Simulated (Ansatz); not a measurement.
# SVWN5/STO-3G run of Cl2 (chlorine)

Aim: the electronic atomisation energy of Cl2 (chlorine) at SVWN5/STO-3G, from 2 runs. 

The results are computed with Ansatz 0.2.0.

16 further runs of the same task are left out: 3 that didn't finish, 13 set aside as unsound or not needed.

**1. The molecule**

Cl2: 2 atoms, total charge 0, spin state singlet. As SMILES, `ClCl`. Geometry: relaxed at PBE0-D4/def2-TZVP.

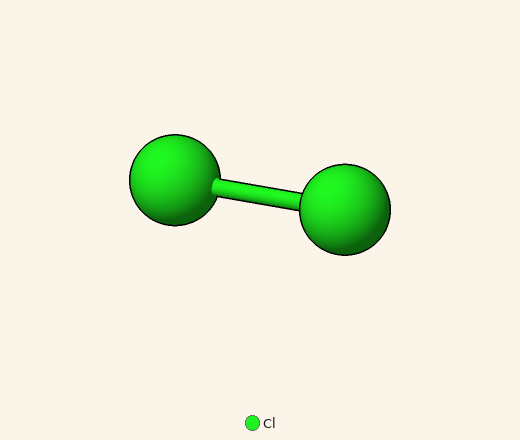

Viewed from a chosen angle; chlorine green.

**2. The energy at SVWN5/STO-3G**

input.yaml reads:

```yaml
crystal:
  periodic: [false, false, false]
  atoms:
    - symbol: Cl
      position_ang: [0.845690, -0.281600, 0.433600]
    - symbol: Cl
      position_ang: [-0.845690, 0.281600, -0.433600]
basis:
  gaussian: {orbitals: STO-3G}
hamiltonian: {xc: {name: SVWN5}}
accuracy: high
```

Command:

```
$ ansatz run input.yaml --threads 1 --pin off --max-ram 3480MiB --events-out events.jsonl --progress --plain --runs-dir runs
```

Log:

```text
Warning: RAYON_NUM_THREADS=1 ignored (pool sized by the plan → 1); use --threads N
Functional definition: SVWN5
  name "SVWN5"
  exchange = slater_x
  correlation = vwn5_c
297 factors; integrals over basis functions are off by at most 1.8e-8 eV
mean field evaluation 1: about -24688.0353 eV, gradient 3.6e0 eV
mean field evaluation 2: about -24688.1050 eV, gradient 1.4e0 eV
mean field evaluation 4: about -24688.1129 eV, gradient 2.6e-2 eV
mean field evaluation 8: about -24688.1129 eV, gradient 6.6e-7 eV
mean field -24688.11294017 eV, -907.2714163472 hartree, gradient 1.0e-9 eV, S^2 0.000000; 0 other end points of the search recorded, 0 dependent functions left out
reference -24688.11294132 eV, -907.2714163896 hartree; 17, 17 occupied and 1, 1 virtual orbitals, 297 factors
Total energy: -24688.11294132 eV, -907.2714163896 hartree
```

Run time: 0.42 s. Hardware: 1 thread of Arm Neoverse V1, shared host.

**3. The Cl atom**

in.yaml reads:

```yaml
basis:
  gaussian:
    orbitals: STO-3G
crystal:
  periodic: [false, false, false]
  atoms:
    - {symbol: Cl, position_ang: [0.000000, 0.000000, 0.000000]}
magnetization:
  spin_polarized: true
  initial_magnetization: 1
hamiltonian:
  xc: {name: SVWN5}
accuracy: high
```

Command:

```
$ ansatz run in.yaml --threads 1 --pin off --max-ram 3480MiB --events-out events.jsonl --progress --plain --runs-dir runs
```

Log:

```text
Warning: RAYON_NUM_THREADS=1 ignored (pool sized by the plan → 1); use --threads N
[... 4 set-up lines as earlier in the session ...]
42 factors; integrals over basis functions are off by at most 4.6e-9 eV
mean field evaluation 1: about -12342.4192 eV, gradient 1.2e-2 eV
mean field evaluation 2: about -12342.4192 eV, gradient 1.2e-2 eV
mean field evaluation 4: about -12342.4192 eV, gradient 6.1e-2 eV
mean field evaluation 8: about -12342.4192 eV, gradient 1.9e-11 eV
mean field evaluation 16: about -12342.4192 eV, gradient 6.1e-2 eV
mean field -12342.41923859 eV, -453.5755410260 hartree, gradient 1.4e-13 eV, S^2 0.750000; 1 other end points of the search recorded, 0 dependent functions left out
reference -12342.41923949 eV, -453.5755410589 hartree; 9, 8 occupied and 0, 1 virtual orbitals, 42 factors
Total energy: -12342.41923949 eV, -453.5755410589 hartree
```

Wall time 0.34 s (1 thread of Arm Neoverse V1, shared host).

**4. Results**

Level: SVWN5/STO-3G.

| quantity | value |
| --- | --- |
| molecule: total energy | -907.27142 Eh |
| Cl atom: total energy | -453.57554 Eh |
| Cl atom: ⟨S²⟩ | 0.750 |
| electronic atomisation energy | 3.274 eV |

**Reading.** Taking the molecule apart into free atoms costs 3.27 eV (76 kcal/mol), before zero-point energy and without spin-orbit coupling. In a minimal basis such a difference can be off by several eV, whatever the method.
